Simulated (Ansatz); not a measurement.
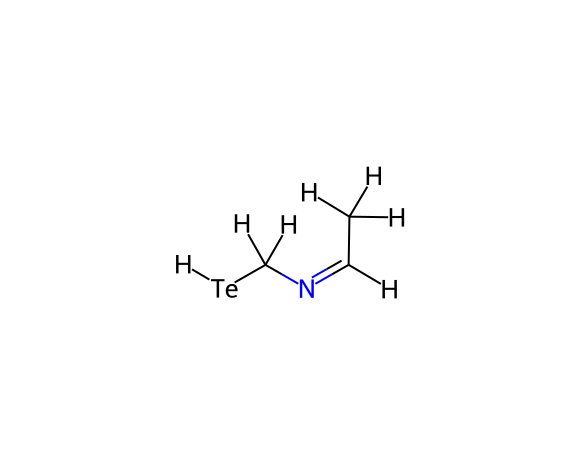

The drawing above gives the connectivity. Computed geometry: PBE-D4/def2-SVP optimisation. No frequency run is at hand to confirm it as a minimum.

What does the molecule look like in three dimensions?

Formula C₃H₇NTe. SMILES: `C/C=N\C[TeH]`. It has no ring. Among its groups: imine. The point group is C1. Coordination: 2 C tetrahedral; 1 C trigonal planar; 1 N bent; 1 Te bent.

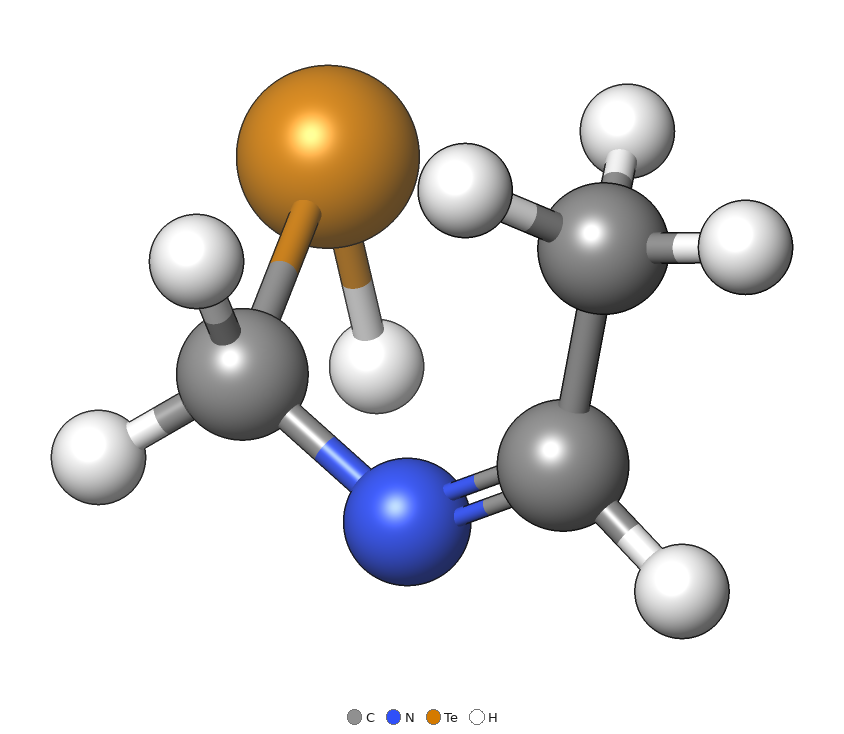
